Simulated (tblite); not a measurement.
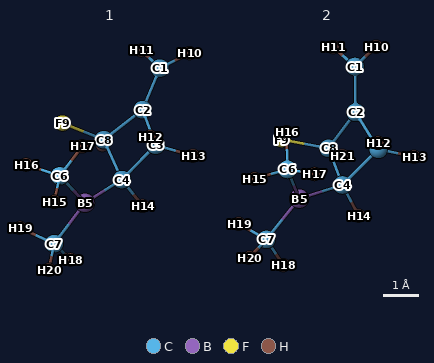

Two geometries of C$_{7}$H$_{12}$BF, drawn at one scale. One is the start of a relaxation, the other its converged end. A ball-and-stick model, seen from a free direction.

Level of theory: GFN2-xTB geometry optimisation, gas phase in tblite 0.8.0. 

### Which one is relaxed?

Structure 2 is the relaxed one. Over 119 geometry steps the energy falls by 72.8 kJ/mol. The atom that moves furthest after the best rigid fit is H16 (1.56 Å). By element the largest moves are H 1.56 Å, F 1.07 Å, C 0.75 Å, B 0.17 Å. Some distances before and after: C4–C8 1.507 → 1.555 Å, C2–C8 1.473 → 1.503 Å, C3–C4 1.521 → 1.550 Å, C3–H13 1.117 → 1.090 Å. Bond angles that change, for instance: C6–B5–C7 113.5° → 121.0°, B5–C6–H15 106.4° → 113.7°, F9–C8–H21 112.5° → 105.7°. Groups turn about C2–C8 by about 30°, C4–C8 by about 25°, C2–C3 by about 25°.
